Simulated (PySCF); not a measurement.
# CH4FPSi (SMILES [H]/P=C(\F)[SiH3]) at 5 levels

Wanted: a comparison of 5 runs (HF/3-21G, HF/6-31G**, B3LYP/6-31G*, PBE0/def2-SVP, CAM-B3LYP/def2-SVPD) of CH4FPSi. 

Program for the calculation: PySCF 2.14.0.

### Step 1. The system as given

CH4FPSi: 8 atoms, total charge 0, spin state singlet. As SMILES, `[H]/P=C(\F)[SiH3]`. The coordinates come from a GFN2-xTB relaxation.

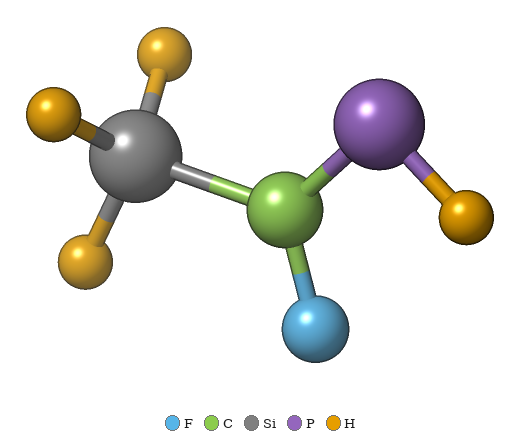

The structure, seen from a chosen angle (fluorine blue, carbon green, silicon grey, phosphorus purple, hydrogen amber).

### Step 2. Energy and gradient at HF/3-21G (run 1)

input.py

```python
import pyscf.grad
from pyscf import gto, scf

mol = gto.M(
    atom='''
F     -1.032244    -1.119323     3.050471
C     -0.387942    -1.019432     0.563403
Si     0.685952     2.202570    -0.602105
P     -0.596927    -3.671530    -1.181098
H     -1.049705     3.010655    -2.596578
H      0.598363     3.889000     1.579735
H      3.251009     1.936478    -1.597310
H     -1.468506    -5.228381     0.783462
''',
    verbose=4,
    basis='3-21g',
    charge=0,
    spin=0,
    unit='bohr',
    max_memory=1860,
)

mf = scf.RHF(mol)
mf.conv_tol = 1e-10
mf.kernel()
if not mf.converged:
    mf = mf.newton().run(mf.mo_coeff, mf.mo_occ)

e_tot = mf.e_tot
print(f'total energy: {e_tot:.8f} hartree')
grad = mf.Gradients().kernel()
mf.analyze()
```

Started as:

```sh
$ OMP_NUM_THREADS=1 python input.py
```

The program printed:

```text
PySCF version 2.14.0

[... 82 lines left out ...]
One-electron Energy =                -1457.910821134869366
[... 12 lines left out ...]
MO #8   energy= -5.34168846567421  occ= 2
[... 10 lines left out ...]
MO #19  energy= -0.623548089426072 occ= 2
[... 10 lines left out ...]
MO #30  energy= 0.282506381807119  occ= 0
[... 10 lines left out ...]
MO #41  energy= 0.999459595790342  occ= 0
[... 10 lines left out ...]
MO #52  energy= 3.93385295836157   occ= 0
[... 63 lines left out ...]
Dipole moment(X, Y, Z, Debye):  0.39530,  1.16256, -0.45054
```

Run time: 4.2 s. Hardware: 1 thread of Intel Xeon at 2.50GHz (Skylake/Cascade Lake), shared host; peak memory 0.13 GiB.

### Step 3. Energy and gradient at HF/6-31G(d,p) (spherical functions) (run 2)

job.py

```python
# FC([SiH3])=P
import pyscf.grad
from pyscf import gto, scf

system = gto.M(
    atom=[
    ('F', (-0.546240, -0.592320, 1.614240)),
    ('C', (-0.205290, -0.539460, 0.298140)),
    ('Si', (0.362990, 1.165550, -0.318620)),
    ('P', (-0.315880, -1.942890, -0.625010)),
    ('H', (-0.555480, 1.593170, -1.374050)),
    ('H', (0.316640, 2.057970, 0.835960)),
    ('H', (1.720360, 1.024740, -0.845260)),
    ('H', (-0.777100, -2.766740, 0.414590)),
],
    spin=0,
    verbose=3,
    basis='6-31g**',
    max_memory=1860,
)

mf = scf.RHF(system)
mf.conv_tol = 1e-10
mf.kernel()
if not mf.converged:
    mf = mf.newton().run(mf.mo_coeff, mf.mo_occ)

etot = mf.e_tot
print('E(%s) = %.9f' % ('HF', etot))
grad = mf.Gradients().kernel()
dip = mf.dip_moment()
pop, q = mf.mulliken_pop()
```

Started as:

```sh
$ OMP_NUM_THREADS=1 python job.py
```

The program printed:

```text
converged SCF energy = -769.206575274134
[... 9 lines left out ...]
Dipole moment(X, Y, Z, Debye):  0.34488,  0.95989, -0.44376
[... 93 lines left out ...]
charge of    7H =     -0.06494
```

Wall time 23 s (1 thread of Intel Xeon at 2.50GHz (Skylake/Cascade Lake), shared host); peak memory 0.17 GiB.

Runs 3 to 4 aren't shown in full; the table further down has their settings and results.

### Step 4. Energy and gradient at CAM-B3LYP/def2-SVPD (run 5)

job.py

```python
from pyscf import gto, dft

mol = gto.Mole()
mol.atom = '''
F       -0.546240      -0.592320       1.614240
C       -0.205290      -0.539460       0.298140
Si       0.362990       1.165550      -0.318620
P       -0.315880      -1.942890      -0.625010
H       -0.555480       1.593170      -1.374050
H        0.316640       2.057970       0.835960
H        1.720360       1.024740      -0.845260
H       -0.777100      -2.766740       0.414590
'''
mol.verbose = 4
mol.basis = 'def2-svpd'
mol.max_memory = 1860
mol.build()

calc0 = dft.RKS(mol, xc='cam-b3lyp')
calc0.grids.level = 5
calc0.conv_tol = 1e-10
calc0.kernel()
if not calc0.converged:
    calc0 = calc0.newton().run(calc0.mo_coeff, calc0.mo_occ)

energy = calc0.e_tot
print(f'total energy: {energy:.8f} hartree')
grad = calc0.nuc_grad_method().kernel()
calc0.analyze()
```

Started as:

```sh
$ OMP_NUM_THREADS=1 python job.py
```

The program printed:

```text
PySCF version 2.14.0

[... 108 lines left out ...]
MO #8   energy= -4.80052480083147  occ= 2
[... 22 lines left out ...]
MO #31  energy= 0.099072049098146  occ= 0
[... 22 lines left out ...]
MO #54  energy= 0.358669269653004  occ= 0
[... 22 lines left out ...]
MO #77  energy= 0.787298070360281  occ= 0
[... 22 lines left out ...]
MO #100 energy= 1.73484337306273   occ= 0
[... 22 lines left out ...]
MO #123 energy= 3.95898410301678   occ= 0
[... 134 lines left out ...]
Dipole moment(X, Y, Z, Debye):  0.25895,  0.52490, -0.52313
```

It took 2.7 min on 1 thread of Intel Xeon at 2.50GHz (Skylake/Cascade Lake), shared host; peak memory 1.3 GiB.

### Step 5. All runs side by side

```
run                               level  integration grid  energy (Eh)  dipole moment (D)  HOMO energy (eV)  LUMO energy (eV)  wall time
  1                            HF/3-21G                 –  -765.196262               1.31             -9.63              1.47      4.2 s
  2    HF/6-31G** (spherical functions)                 –  -769.206575               1.11             -9.48              1.56       23 s
  3  B3LYP/6-31G* (spherical functions)                 5  -771.132765               0.90             -6.97             -1.95       52 s
  4                       PBE0/def2-SVP                 5  -770.435616               0.79             -7.37             -1.92       47 s
  5                 CAM-B3LYP/def2-SVPD                 5  -770.812195               0.79             -8.70             -0.96    2.7 min
```

### Step 6. Results

```
                       quantity          value
            run 5: total energy  -770.81220 Eh
           run 5: dipole moment         0.79 D
             run 5: HOMO energy       -8.70 eV
             run 5: LUMO energy       -0.96 eV
           run 5: HOMO–LUMO gap        7.73 eV
run 5: largest force on an atom     0.771 eV/Å
```

What this shows: The dipole moment (its size) runs from 0.79 D (CAM-B3LYP/def2-SVPD) to 1.31 D (HF/3-21G). The two ends differ in method and basis. The HOMO–LUMO gap runs from 5.02 eV (B3LYP/6-31G*) to 11.10 eV (HF/3-21G). Totals of different functionals can't be ranked against each other. All runs together took 4.8 min, the longest 2.7 min.
